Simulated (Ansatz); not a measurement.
## Run report: C2H9BSSi, molecular dynamics

C2H9BSSi, SMILES BCSC[SiH3], set up with RKS r2SCANh-D4/STO-3G (Ansatz 0.2.0).

One setting was made poor on purpose. It belongs to a series of runs on one base structure; here: an input spoilt on purpose.

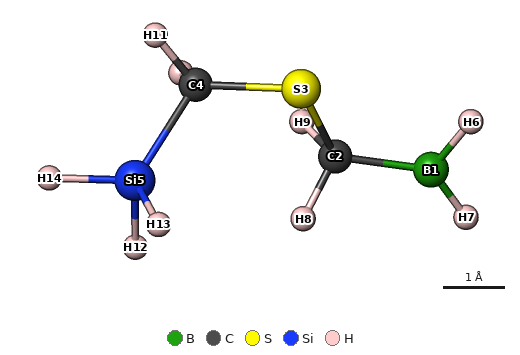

The input geometry (ball-and-stick view, seen at a tilt; atoms are numbered from 1 in the order of the input).

Input:
```yaml
crystal:
  periodic: [false, false, false]
  atoms:
    - { symbol: B, position_ang: [-1.652445, 2.087376, 1.199025] }
    - { symbol: C, position_ang: [-0.977517, 0.904454, 0.372887] }
    - { symbol: S, position_ang: [-0.051781, -0.412732, 1.396405] }
    - { symbol: C, position_ang: [0.209027, -1.532825, 0.001626] }
    - { symbol: Si, position_ang: [1.718369, -1.012711, -1.094474] }
    - { symbol: H, position_ang: [-1.777969, 1.85986, 2.351844] }
    - { symbol: H, position_ang: [-2.007737, 3.094323, 0.86438] }
    - { symbol: H, position_ang: [-0.197778, 1.333664, -0.370271] }
    - { symbol: H, position_ang: [-1.560513, 0.168405, -0.113762] }
    - { symbol: H, position_ang: [-0.651004, -1.754786, -0.697571] }
    - { symbol: H, position_ang: [0.546522, -2.61905, 0.264711] }
    - { symbol: H, position_ang: [1.406952, -0.09909, -2.18223] }
    - { symbol: H, position_ang: [2.845566, -0.306078, -0.483476] }
    - { symbol: H, position_ang: [2.360768, -1.954198, -1.926061] }
basis:
  gaussian: { orbitals: STO-3G }
hamiltonian:
  xc: r2scanh
  dispersion: d4
md:
  timestep: 1.0
  n_steps: 25
  ensemble: nvt_langevin
  temperature: 500.0
  initial_velocities: maxwell_boltzmann
  seed: 637585
  temperature_schedule: [{ n_steps: 500, end_temperature: 100.0 }]
scf:
  lower_state_search: "off"
```

Machine: 1 thread of AMD EPYC (Zen 3), 192 GiB of memory available, shared host.

Command:
```bash
ansatz run input.yaml --threads 1 --pin off --max-ram 2048MiB --backend cpu --events-out ev --progress --plain --runs-dir out
```

Output:
```
Error: invalid value for `md.temperature_schedule`: takes 500 steps (the sum of its n_steps), more than the run's md.n_steps: 25 — raise that, or shorten the schedule
```

Outcome:

| quantity | value |
| --- | --- |
| outcome | refused by the program |

The program refused the input: “invalid value for `md.temperature_schedule`: takes 500 steps (the sum of its n_steps), more than the run's md.n_steps: 25 — raise that, or shorten the schedule” A deliberately poor setting: bad input.
